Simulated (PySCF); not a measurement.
Vertical excitations of a molecule C4H9NSi from TDA-PBE/def2-SVPD run with PySCF 2.14.0, as energy in eV (oscillator strength): 4.86 (0.005), 5.20 (0.004), 5.34 (0.001), 5.86 (0.013), 6.01 (0.001), 6.09 (0.007), 6.30 (0.001), 6.36 (0.048), 6.52 (0.014), 6.60 (0.065). Lowest triplet (TDA): 4.49 eV. Coordinates come from a r2SCAN-D4/def2-SVP optimisation. One conformer was computed; it need not be the lowest.

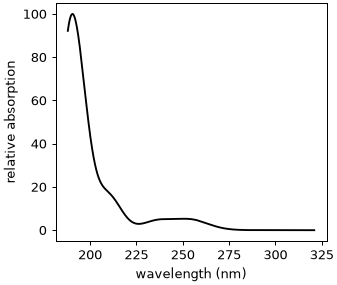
*The lines broadened by 0.4 eV.*

### Question
Which structure fits?
A. C=C=C[Si@@H](C)N
B. N[SiH]1CC=CC1
C. C=C1CN[SiH2]C1
D. C#C[Si@H](N)CC

### Answer
A, C=C=C[Si@@H](C)N
